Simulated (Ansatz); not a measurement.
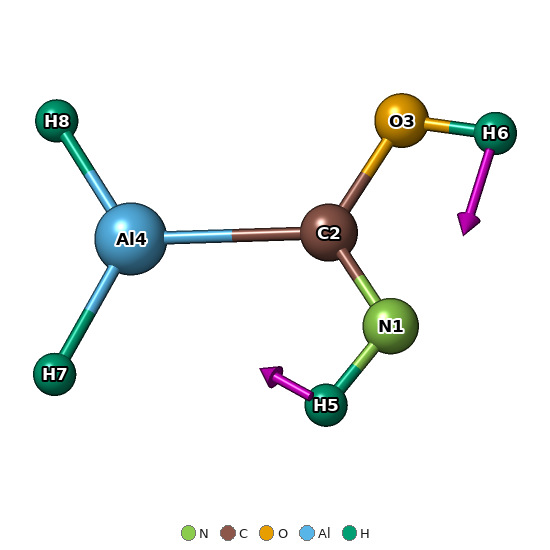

The arrows show one normal mode. Harmonic vibrations computed with RKS PBE0-D4/def2-TZVP (Ansatz 0.2.0) at a stationary point of the same level.

**Describe the motion.**

Mostly C–O–H bending.

**At what wavenumber does it lie?**

1234 cm⁻¹; it is mode 12 of 18 counted from the lowest.
